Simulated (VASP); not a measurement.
Band structure of HgS (space group P3_221). Method: PBE GGA, VASP's PBE PAW potentials (set 64) (plane waves; VASP).

The path is coarsely sampled, so an indirect gap can come out somewhat too large. Unless said otherwise, spin-orbit coupling is left out, though it shifts the bands of the heavy elements here.

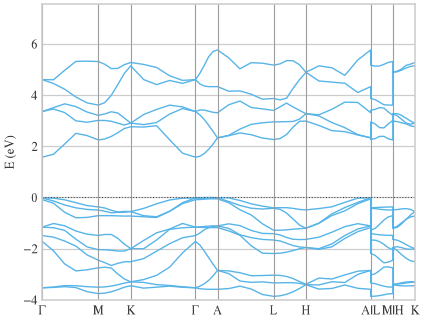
Figure. Bands along high-symmetry lines, zero at the valence-band maximum or, without a gap, the Fermi level

### Question
Read the plot: is there a gap, and where are the band edges?

### Answer
The gap is indirect, 1.57 eV, from the valence maximum at Γ-A at 0.60 to the conduction minimum at Γ.

The structure comes from a computed database's HgS entry, a phase known from measurement. The cell was not relaxed at this level.
